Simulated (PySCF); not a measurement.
# C2H3Cl3 (1,1,1-trichloroethane) at 6 levels

Wanted: a comparison of 6 runs (BHLYP/def2-SVP, M06-L/def2-SVP, PBE/def2-SVP, r2SCAN/def2-SVP, SCS-MP2/def2-SVP, CCSD(T)/def2-SVP) of C2H3Cl3 (1,1,1-trichloroethane). 

The calculation is run with PySCF 2.14.0.

1 further run of the same task is left out (set aside as unsound or not needed).

**1. The molecule**

The species is C2H3Cl3 (8 atoms), meant as a singlet with charge 0. SMILES: `CC(Cl)(Cl)Cl`. One bond was lengthened or shortened from a relaxed shape.

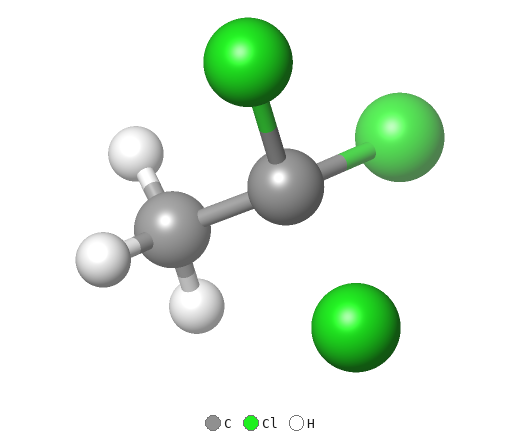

The structure, seen from a chosen angle (carbon grey, chlorine green, hydrogen white).

**2. A single-point energy at BHLYP/def2-SVP (run 1)**

The input, input.xyz:

```xyz
8

C     -0.464116    -0.379946     0.763247
C     -0.101836     0.341684    -0.509573
Cl    -0.493836     2.066954    -0.364323
Cl    -1.008176    -0.340076    -1.875273
Cl     1.896280     0.147470    -0.880430
H     -1.532136    -0.269036     0.950017
H     -0.218906    -1.437006     0.661607
H      0.098194     0.047284     1.593387
```

The input, job.py:

```python
from pyscf import gto, dft

mol = gto.M(
    atom='input.xyz',
    basis='def2-svp',
    charge=0,
    verbose=4,
    max_memory=1860,
)

mf = dft.RKS(mol)
mf.xc = 'bhandhlyp'
mf.grids.level = 5
mf.conv_tol = 1e-10
mf.kernel()
if not mf.converged:
    mf = mf.newton().run(mf.mo_coeff, mf.mo_occ)

e_tot = mf.e_tot
print('E(%s) = %.9f' % ('BHLYP', e_tot))
```

The run is started by

```bash
$ OMP_NUM_THREADS=1 python job.py
```

The program printed:

```text
PySCF version 2.14.0

[... 76 lines left out ...]
converged SCF energy = -1458.04379631855
E(BHLYP) = -1458.043796319
```

Wall time 25 s (1 thread of Intel Xeon at 2.70GHz, shared host); peak memory 0.51 GiB.

**3. A single-point energy at M06-L/def2-SVP (run 2)**

The input, start.xyz:

```xyz
8
C2H3Cl3
C     -0.464116    -0.379946     0.763247
C     -0.101836     0.341684    -0.509573
Cl    -0.493836     2.066954    -0.364323
Cl    -1.008176    -0.340076    -1.875273
Cl     1.896280     0.147470    -0.880430
H     -1.532136    -0.269036     0.950017
H     -0.218906    -1.437006     0.661607
H      0.098194     0.047284     1.593387
```

The input, calc.py:

```python
from pyscf import gto, dft

system = gto.Mole()
system.atom = 'start.xyz'
system.basis = 'def2-svp'
system.spin = 0
system.max_memory = 1860
system.charge = 0
system.verbose = 3
system.build()

mf = dft.RKS(system)
mf.xc = 'm06-l'
mf.grids.level = 5
mf.conv_tol = 1e-10
mf.kernel()
if not mf.converged:
    mf = mf.newton().run(mf.mo_coeff, mf.mo_occ)

e_tot = mf.e_tot
print('Final energy', e_tot)
```

The run is started by

```bash
$ OMP_NUM_THREADS=1 python calc.py
```

The program printed:

```text
converged SCF energy = -1458.10400374345
Final energy -1458.1040037434461
```

Run time: 46 s. Hardware: 1 thread of Intel Xeon at 2.70GHz, shared host; peak memory 0.52 GiB.

Runs 3 to 5 aren't shown in full; the table further down has their settings and results.

**4. A single-point energy at CCSD(T)/def2-SVP (run 6)**

input.xyz is that of step 2.

The input, calc.py:

```python
from pyscf import gto, scf, cc

system = gto.Mole()
system.atom = 'input.xyz'
system.spin = 0
system.verbose = 3
system.max_memory = 1860
system.basis = 'def2-svp'
system.build()

mf = scf.RHF(system)
mf.conv_tol = 1e-10
mf.kernel()
if not mf.converged:
    mf = mf.newton().run(mf.mo_coeff, mf.mo_occ)

mycc = cc.CCSD(mf, frozen=17)
mycc.kernel()
e_t = mycc.ccsd_t()
etot = mycc.e_tot + e_t
print('Final energy', etot)
```

The run is started by

```bash
$ OMP_NUM_THREADS=1 python calc.py
```

The program printed:

```text
converged SCF energy = -1455.44707587385
E(CCSD) = -1456.19225687516  E_corr = -0.7451810013102693
CCSD(T) correction = -0.0226621964620781
Final energy -1456.214919071622
```

Run time: 46 s. Hardware: 1 thread of Intel Xeon at 2.70GHz, shared host; peak memory 0.52 GiB.

**5. The series**

```csv
run,level,integration grid,frozen core orbitals,energy (Eh),dipole moment (D) of the reference,HOMO energy (eV),LUMO energy (eV),wall time
1,BHLYP/def2-SVP,5,–,-1458.043796,2.26,-9.80,-0.58,25 s
2,M06-L/def2-SVP,5,–,-1458.104004,2.46,-7.40,-2.81,46 s
3,PBE/def2-SVP,5,–,-1457.437789,2.15,-6.94,-2.73,26 s
4,r2SCAN/def2-SVP,5,–,-1457.973846,2.36,-7.41,-2.75,52 s
5,SCS-MP2/def2-SVP,–,17,-1456.125149,2.46,-12.03,2.38,3.6 s
6,CCSD(T)/def2-SVP,–,17,-1456.214919,2.46,-12.03,2.38,46 s
```

**6. What came out**

| quantity | value |
| --- | --- |
| run 6: total energy | -1456.21492 Eh |
| run 6: dipole moment (Hartree–Fock density) | 2.46 D |
| run 6: HOMO energy (Hartree–Fock orbitals) | -12.03 eV |
| run 6: LUMO energy (Hartree–Fock orbitals) | 2.38 eV |
| run 6: HOMO–LUMO gap (Hartree–Fock orbitals) | 14.41 eV |
| run 6: correlation energy (17 core orbitals frozen) | -767.8 mEh |
| run 6: (T) correction | -22.66 mEh |
| run 6: T1 diagnostic | 0.010 |

Over runs 1, 2, 3, 4 the dipole moment (its size) runs from 2.15 D (PBE/def2-SVP) to 2.46 D (M06-L/def2-SVP). Over runs 1, 2, 3, 4 the HOMO–LUMO gap runs from 4.21 eV (PBE/def2-SVP) to 9.22 eV (BHLYP/def2-SVP). Totals of different functionals can't be ranked against each other. All runs together took 3.3 min, the longest 52 s.
